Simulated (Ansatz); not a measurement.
# Gap against strain: armchair germanene nanoribbon (N = 9, H edges)

**Method.** Ansatz 0.2.0, plane waves with PAW datasets, PBE, Fermi-Dirac smearing of 0.05 eV, no spin-orbit coupling. The period is scaled from its relaxed value of 7.004 Å and the atoms relax, within the symmetry of the start, at each strain ε (in %); gaps, in eV, are read on a band path.

```tsv
period (Å)	energy (eV a cell)	place of the conduction minimum (Γ = 0, Z = 1)	ε	gap
6.724	+0.247	0.00	−4	0.2396
6.864	+0.062	0.00	−2	0.2854
7.004	0.000	0.00	0	0.3229
7.144	+0.057	0.00	2	0.3615
7.284	+0.224	0.00	4	0.3973
```

One run is withheld: period (Å) = 7.424, with ε = 6. Fit a straight line gap = a + b × ε to the 5 rows shown and predict it.

**Fit.** The means are 0 for ε and 0.3213 for gap. The sum of products of deviations is 0.7831 and the sum of squares in ε is 40, so b = 0.7831 / 40 = 0.01958 and a = 0.3213 − (0.01958) × 0 = 0.3213. The residuals' standard deviation, with 3 degrees of freedom, is σ = 0.0032.

**Prediction.** gap = 0.3213 + (0.01958) × 6 = 0.4388. The run gave 0.4326, so the prediction less the run is +0.0062. The standard error of a prediction there, σ√(1 + 1/5 + (6 − 0)²/40), is 0.0047, and the miss is 1.3 times that, for a point outside the fitted range. With so few rows σ is itself uncertain.

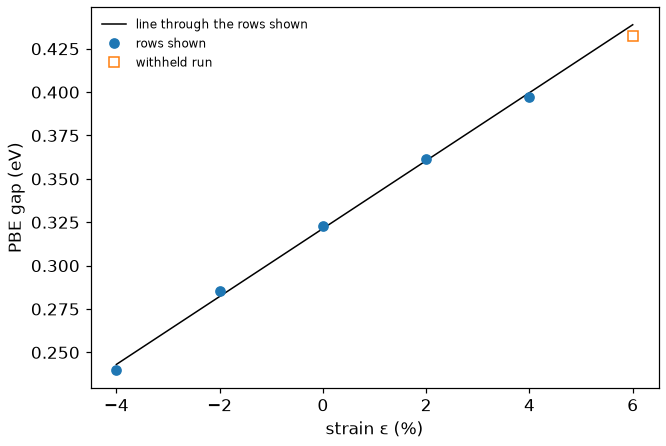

The fitted line, the rows shown and the withheld run.

The gap widens at every step from compression to tension.

Caveats: Kohn-Sham gaps of a wire among periodic images, which in a check on one flat ribbon (7 Å apart) lowered the gap by 0.2 eV and flattened the slope; the slope b × 100 is a mean deformation potential of the gap, in eV per unit strain. Between neighbouring runs it lies between 1.8 and 2.3 eV. The unstrained row comes from a denser mesh than the others, which shifts its energy a little. Series of this kind are told only where this holds: a gap at every strain (compound wires with polar facets were set aside first). 88 of 101 did.

[Logs are printed without paths, hosts, clocks, repeated set-up lines and the standing remarks that a program may print on its own settings, such as how far it seeks lower states.]
